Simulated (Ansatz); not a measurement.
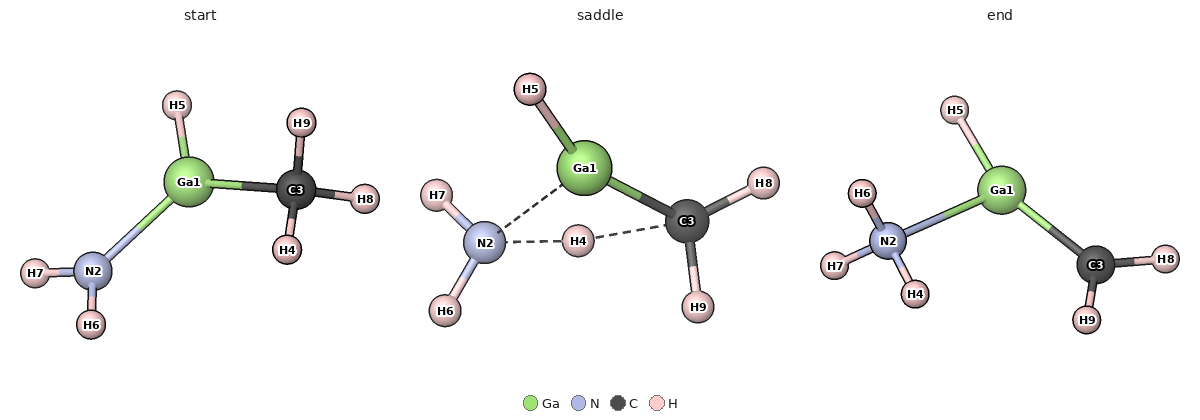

One elementary step of CH₆GaN, singlet: start, first-order saddle point (changing pairs dashed) and end. Electronic energies at PBE0-D4/def2-TZVP geometries, energies in def2-TZVPP, the Ansatz code 0.2.0; cores frozen in correlated methods, no zero-point terms. Start and end are the structures at the ends of the path (complexes, where there are several molecules). On heavy atoms the filled d shell below the valence is correlated. The limit is the MP2 basis limit plus CCSD(T) less MP2 in triple zeta. Lines between the levels only guide the eye.

In the step N2–H4 (3.28 → 1.27 → 1.01 Å) forms; C3–H4 (1.09 → 1.52 → 2.91 Å) breaks; Ga1–N2 (1.82 → 2.05 → 2.15 Å) lengthens (lengths at start, saddle and end; changes of bond order aren't listed).

**Give the barriers and step energies (kcal/mol). Levels: r2SCAN-D4, CCSD(T) at the basis limit and PBE-D4.**

| level | barrier | reverse barrier | step energy |
| --- | --- | --- | --- |
| r2SCAN-D4 | 64.1 | 19.6 | 44.5 |
| CCSD(T) at the basis limit | 68.8 | 23.9 | 44.8 |
| PBE-D4 | 59.4 | 17.0 | 42.5 |

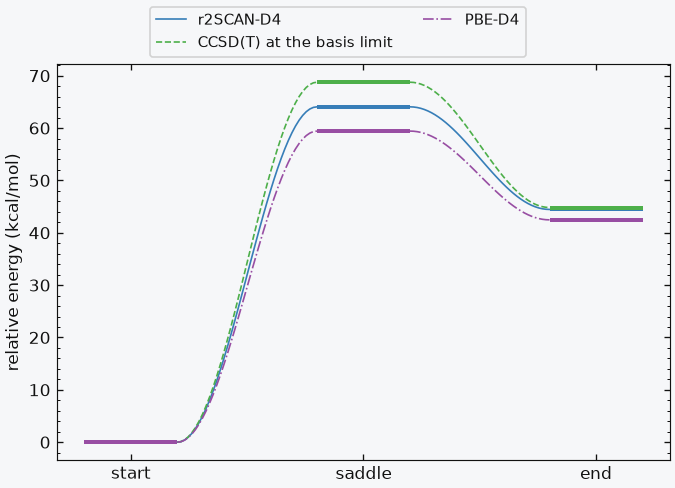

Caveats, for all or some of the runs: no scalar relativity up to krypton; restricted reference unstable towards unrestricted.
